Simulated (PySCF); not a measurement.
# C4H14BN: NMR shifts at several levels of theory, part 2 of 2

PySCF 2.14.0. Atoms count from 0. The steps go on from the part before.

**5. Nuclear shieldings: wB97X-D/pcSseg-2**

The job: settings as JSON, then the geometry in Å.

```
{"job": {"kind": "nmr", "xc": "wB97X-D", "basis": "pcSseg-2", "pop": false}, "charge": 0, "multiplicity": 1}
B      2.206562    -0.590567    -0.000319
N      0.897769     0.127830    -0.654636
C     -0.438407     0.104783     0.024318
C     -1.382927     0.998584    -0.776454
C     -0.947447    -1.331298     0.033519
C     -0.277015     0.632677     1.443501
H      2.501534     0.039711     1.006228
H      1.922108    -1.759320     0.226728
H      3.061461    -0.486285    -0.875230
H      1.161310     1.103783    -0.807028
H      0.781328    -0.265165    -1.591124
H     -1.026496     2.041500    -0.798334
H     -2.385812     1.000692    -0.325516
H     -1.486269     0.645859    -1.815609
H     -1.087562    -1.711875    -0.991435
H     -0.240539    -1.991834     0.551916
H     -1.920102    -1.378108     0.543689
H      0.403763    -0.003436     2.023543
H      0.131588     1.655610     1.446115
H     -1.257234     0.657708     1.941129
```

Method: GIAO wB97X-D/pcSseg-2 NMR shielding, non-relativistic, gas phase.

The program printed:

```text
coarse grid: 15176 points
cycle   1  E = -240.4249205646  dE =  4.808e-01  |g| = 3.982e-01  |ddm| = 2.643e+00
cycle   2  E = -240.4604068681  dE = -3.549e-02  |g| = 2.360e-01  |ddm| = 7.661e-01
cycle   3  E = -240.4733703229  dE = -1.296e-02  |g| = 4.090e-02  |ddm| = 2.087e-01
cycle   4  E = -240.4737256184  dE = -3.553e-04  |g| = 1.599e-02  |ddm| = 3.900e-02
cycle   5  E = -240.4737843304  dE = -5.871e-05  |g| = 4.034e-03  |ddm| = 1.540e-02
cycle   6  E = -240.4737880933  dE = -3.763e-06  |g| = 1.197e-03  |ddm| = 3.685e-03
final grid: 142240 points
cycle   7  E = -240.4824454207  dE = -4.218e-04  |g| = 9.277e-03  |ddm| = 9.087e-02
cycle   8  E = -240.4824513541  dE = -5.933e-06  |g| = 8.156e-03  |ddm| = 1.501e-02
cycle   9  E = -240.4824651214  dE = -1.377e-05  |g| = 8.737e-04  |ddm| = 4.972e-03
cycle  10  E = -240.4824652614  dE = -1.399e-07  |g| = 4.632e-04  |ddm| = 1.428e-03
cycle  11  E = -240.4824653114  dE = -5.002e-08  |g| = 6.041e-05  |ddm| = 3.843e-04
cycle  12  E = -240.4824653125  dE = -1.143e-09  |g| = 2.388e-05  |ddm| = 1.186e-04
cycle  13  E = -240.4824653127  dE = -1.665e-10  |g| = 6.702e-06  |ddm| = 4.217e-05
converged SCF energy = -240.4824653127

GIAO shielding tensors (ppm)
atom      isotropic    diamagn.    paramagn.     s11        s22        s33       span
  0 B      127.212     185.119     -57.907    115.389    116.502    149.745     34.356
  1 N      177.886     313.802    -135.916    154.962    167.625    211.071     56.109
  2 C      128.991     245.883    -116.892    115.039    118.385    153.548     38.510
  3 C      147.922     243.409     -95.487    129.260    130.612    183.895     54.635
  4 C      156.872     243.824     -86.952    137.213    150.132    183.272     46.059
  5 C      156.516     243.749     -87.232    141.635    149.334    178.581     36.946
  6 H       29.568      29.946      -0.377     26.436     27.991     34.279      7.843
  7 H       29.460      30.233      -0.773     26.183     28.055     34.142      7.959
  8 H       29.612      28.804       0.808     26.519     27.847     34.471      7.952
  9 H       28.664      33.558      -4.894     22.155     27.795     36.042     13.887
 10 H       28.674      33.619      -4.945     22.190     27.594     36.239     14.050
 11 H       30.365      31.039      -0.674     27.010     28.074     36.011      9.000
 12 H       29.984      30.062      -0.077     26.371     27.406     36.177      9.806
 13 H       30.357      30.965      -0.608     27.077     27.989     36.007      8.930
 14 H       30.819      31.290      -0.470     27.337     28.059     37.062      9.725
 15 H       28.832      30.882      -2.050     24.112     28.369     34.014      9.901
 16 H       30.491      30.781      -0.290     26.832     28.308     36.332      9.500
 17 H       29.121      30.863      -1.742     24.848     28.289     34.227      9.379
 18 H       30.629      31.092      -0.463     27.363     27.719     36.805      9.442
 19 H       30.546      30.836      -0.290     26.951     28.346     36.342      9.391
```

Run time: 3 min. Hardware: 8 threads of Intel Xeon at 2.50GHz (Skylake/Cascade Lake), shared host.

This run: δ C2 55.4, C3 30.6, B0 -27.3, N1 82.2, H9 2.69, H6 1.81 ppm (means over like atoms).

**6. Nuclear shieldings: KT2/pcSseg-2**

Same as in step 5 but for these lines:

```diff
@@ -1,2 +1,2 @@
-{"job": {"kind": "nmr", "xc": "wB97X-D", "basis": "pcSseg-2", "pop": false}, "charge": 0, "multiplicity": 1}
+{"job": {"kind": "nmr", "xc": "KT2", "basis": "pcSseg-2", "pop": false}, "charge": 0, "multiplicity": 1}
 B      2.206562    -0.590567    -0.000319
```

Method: GIAO KT2/pcSseg-2 NMR shielding, non-relativistic, gas phase.

The program printed:

```text
coarse grid: 15176 points
cycle   1  E = -244.5556117813  dE =  1.192e-01  |g| = 6.414e-01  |ddm| = 2.733e+00
cycle   2  E = -244.4640084218  dE =  9.160e-02  |g| = 8.552e-01  |ddm| = 1.832e+00
cycle   3  E = -244.6796944532  dE = -2.157e-01  |g| = 8.917e-02  |ddm| = 1.050e+00
cycle   4  E = -244.6814732873  dE = -1.779e-03  |g| = 4.486e-02  |ddm| = 1.591e-01
cycle   5  E = -244.6819326798  dE = -4.594e-04  |g| = 7.754e-03  |ddm| = 3.484e-02
cycle   6  E = -244.6819448237  dE = -1.214e-05  |g| = 3.368e-03  |ddm| = 1.271e-02
cycle   7  E = -244.6819476547  dE = -2.831e-06  |g| = 6.909e-04  |ddm| = 3.219e-03
final grid: 142240 points
cycle   8  E = -244.7041987369  dE = -5.954e-04  |g| = 8.311e-03  |ddm| = 2.504e-01
cycle   9  E = -244.7041760550  dE =  2.268e-05  |g| = 1.189e-02  |ddm| = 1.654e-02
cycle  10  E = -244.7042129232  dE = -3.687e-05  |g| = 1.599e-03  |ddm| = 1.142e-02
cycle  11  E = -244.7042133839  dE = -4.607e-07  |g| = 8.485e-04  |ddm| = 1.976e-03
cycle  12  E = -244.7042135563  dE = -1.723e-07  |g| = 1.382e-04  |ddm| = 7.402e-04
cycle  13  E = -244.7042135604  dE = -4.091e-09  |g| = 4.994e-05  |ddm| = 1.741e-04
cycle  14  E = -244.7042135609  dE = -5.772e-10  |g| = 8.937e-06  |ddm| = 4.103e-05
converged SCF energy = -244.7042135609

GIAO shielding tensors (ppm)
atom      isotropic    diamagn.    paramagn.     s11        s22        s33       span
  0 B      125.600     186.821     -61.221    112.991    114.177    149.632     36.641
  1 N      168.115     311.776    -143.661    146.934    153.968    203.445     56.511
  2 C      125.303     247.301    -121.999    111.742    115.374    148.791     37.049
  3 C      145.893     242.369     -96.476    126.164    127.741    183.774     57.611
  4 C      155.786     242.953     -87.168    134.878    149.287    183.192     48.314
  5 C      155.487     243.165     -87.679    139.663    148.670    178.127     38.464
  6 H       29.278      29.579      -0.300     26.277     27.550     34.009      7.733
  7 H       29.163      29.962      -0.799     26.042     27.564     33.883      7.841
  8 H       29.247      28.092       1.155     26.320     27.510     33.911      7.592
  9 H       28.179      33.476      -5.296     21.748     27.797     34.993     13.244
 10 H       28.194      33.514      -5.320     21.794     27.573     35.213     13.419
 11 H       30.212      30.733      -0.521     27.071     27.958     35.607      8.535
 12 H       29.708      29.860      -0.151     26.227     27.173     35.725      9.498
 13 H       30.206      30.634      -0.428     27.156     27.848     35.613      8.457
 14 H       30.708      30.953      -0.245     27.366     27.940     36.818      9.452
 15 H       28.548      30.639      -2.091     23.935     28.203     33.506      9.571
 16 H       30.342      30.588      -0.246     26.889     28.360     35.777      8.887
 17 H       28.850      30.711      -1.861     24.684     28.119     33.748      9.064
 18 H       30.499      30.834      -0.335     27.354     27.581     36.562      9.208
 19 H       30.397      30.653      -0.256     27.080     28.321     35.790      8.709
```

Run time: 2.4 min. Hardware: 8 threads of Intel Xeon at 2.50GHz (Skylake/Cascade Lake), shared host.

This run: δ C2 57.0, C3 29.9, B0 -27.3, N1 92.0, H9 2.99, H6 1.95 ppm (means over like atoms).

**7. NMR shieldings: HF/pcSseg-2**

Same as in step 6 but for these lines:

```diff
@@ -1,2 +1,2 @@
-{"job": {"kind": "nmr", "xc": "KT2", "basis": "pcSseg-2", "pop": false}, "charge": 0, "multiplicity": 1}
+{"job": {"kind": "nmr", "xc": "HF", "basis": "pcSseg-2", "pop": false}, "charge": 0, "multiplicity": 1}
 B      2.206562    -0.590567    -0.000319
```

Level: GIAO HF/pcSseg-2 NMR shielding, non-relativistic, gas phase.

The program printed:

```text
final grid: 142240 points
cycle   1  E = -238.7366279895  dE =  8.797e-01  |g| = 5.187e-01  |ddm| = 2.670e+00
cycle   2  E = -238.8193212685  dE = -8.269e-02  |g| = 2.127e-01  |ddm| = 6.979e-01
cycle   3  E = -238.8299675664  dE = -1.065e-02  |g| = 7.407e-02  |ddm| = 2.163e-01
cycle   4  E = -238.8316158224  dE = -1.648e-03  |g| = 1.083e-02  |ddm| = 7.401e-02
cycle   5  E = -238.8316530677  dE = -3.725e-05  |g| = 2.740e-03  |ddm| = 1.336e-02
cycle   6  E = -238.8316562043  dE = -3.137e-06  |g| = 8.085e-04  |ddm| = 5.449e-03
cycle   7  E = -238.8316564660  dE = -2.617e-07  |g| = 2.555e-04  |ddm| = 1.449e-03
cycle   8  E = -238.8316564966  dE = -3.057e-08  |g| = 6.753e-05  |ddm| = 5.108e-04
cycle   9  E = -238.8316564987  dE = -2.139e-09  |g| = 1.637e-05  |ddm| = 1.514e-04
cycle  10  E = -238.8316564988  dE = -1.154e-10  |g| = 4.868e-06  |ddm| = 2.888e-05
converged SCF energy = -238.8316564988

GIAO shielding tensors (ppm)
atom      isotropic    diamagn.    paramagn.     s11        s22        s33       span
  0 B      133.881     181.500     -47.618    123.768    125.021    152.855     29.086
  1 N      195.113     314.322    -119.209    172.264    191.170    221.906     49.642
  2 C      144.309     246.026    -101.717    131.604    134.506    166.818     35.213
  3 C      157.380     240.270     -82.890    140.632    142.041    189.467     48.835
  4 C      165.728     240.747     -75.019    148.296    159.964    188.925     40.629
  5 C      165.371     240.456     -75.085    152.240    159.124    184.749     32.508
  6 H       29.998      30.173      -0.175     26.658     28.625     34.709      8.051
  7 H       29.889      30.420      -0.531     26.372     28.761     34.535      8.163
  8 H       30.055      28.983       1.072     26.746     28.254     35.165      8.420
  9 H       29.242      33.952      -4.711     22.566     27.658     37.502     14.936
 10 H       29.242      34.008      -4.766     22.570     27.488     37.669     15.098
 11 H       30.698      30.972      -0.273     27.034     28.352     36.709      9.675
 12 H       30.406      29.769       0.636     26.518     27.708     36.990     10.472
 13 H       30.691      30.892      -0.201     27.084     28.289     36.699      9.615
 14 H       31.107      31.229      -0.122     27.350     28.320     37.650     10.300
 15 H       29.232      30.744      -1.512     24.287     28.520     34.889     10.601
 16 H       30.840      30.458       0.382     26.878     28.433     37.210     10.332
 17 H       29.512      30.663      -1.151     25.016     28.430     35.090     10.073
 18 H       30.917      31.017      -0.100     27.365     28.002     37.384     10.019
 19 H       30.893      30.461       0.432     26.963     28.504     37.211     10.248
```

Wall time 1.9 min (8 threads of Intel Xeon at 2.50GHz (Skylake/Cascade Lake), shared host).

This run: δ C2 47.2, C3 28.6, B0 -19.4, N1 65.6, H9 2.44, H6 1.70 ppm (means over like atoms).

**8. Comparing the runs: NMR shifts**

Shifts (ppm), means over like atoms, with basis size and wall time:

```csv
run,C2,C3,H9,H6,H11,B0,N1,functions,time
PBE0/pcSseg-2,55.0,30.2,2.79,1.83,1.21,-27.5,85.4,412,2.6 min
PBE/pcSseg-2,57.8,30.7,2.98,1.90,1.22,-29.8,95.3,412,2.1 min
wB97X-D/pcSseg-2,55.4,30.6,2.69,1.81,1.23,-27.3,82.2,412,3 min
KT2/pcSseg-2,57.0,29.9,2.99,1.95,1.24,-27.3,92.0,412,2.4 min
HF/pcSseg-2,47.2,28.6,2.44,1.70,1.20,-19.4,65.6,412,1.9 min
```

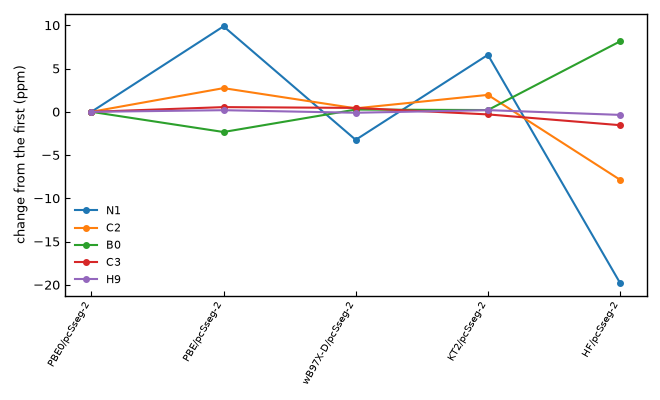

How five of the tabulated atoms move from run to run.

**9. Outcome**

What follows sums up all 2 parts.

```
                                                               quantity                 value
                                                            point group                    C1
                                   rotational constants (main isotopes)  4.29, 2.48, 2.48 GHz
¹³C shifts against TMS (PBE0/pcSseg-2, means over atoms taken as alike)        55.0, 30.2 ppm
 ¹H shifts against TMS (PBE0/pcSseg-2, means over atoms taken as alike)  2.79, 1.83, 1.21 ppm
                            ¹¹B shifts against BF3·OEt2 (PBE0/pcSseg-2)             -27.5 ppm
                                 ¹⁵N shifts against NH3 (PBE0/pcSseg-2)              85.4 ppm
                                               range of the shift of N1      65.6 to 95.3 ppm
```

Single values in the summary come from the first sound run of each kind (PBE0/pcSseg-2), which need not be the best level. Over 4 steps the energy fell by 0.086 eV; of the close pairs, B0–H7 changed most, 1.190 to 1.224 Å. No frequency check was run at this level, so the end point may be a saddle. The most deshielded carbon is C2 (fully substituted sp3 carbon bonded to N), at 55.0 ppm: pulled downfield by the heteroatom. At PBE0/pcSseg-2: Shielding is most anisotropic at N1 (span 56 ppm, paramagnetic term -137 ppm). In ppm, N1 moves most: its shift spreads over 29.7 ppm, from 65.6 (HF/pcSseg-2) to 95.3 (PBE/pcSseg-2).
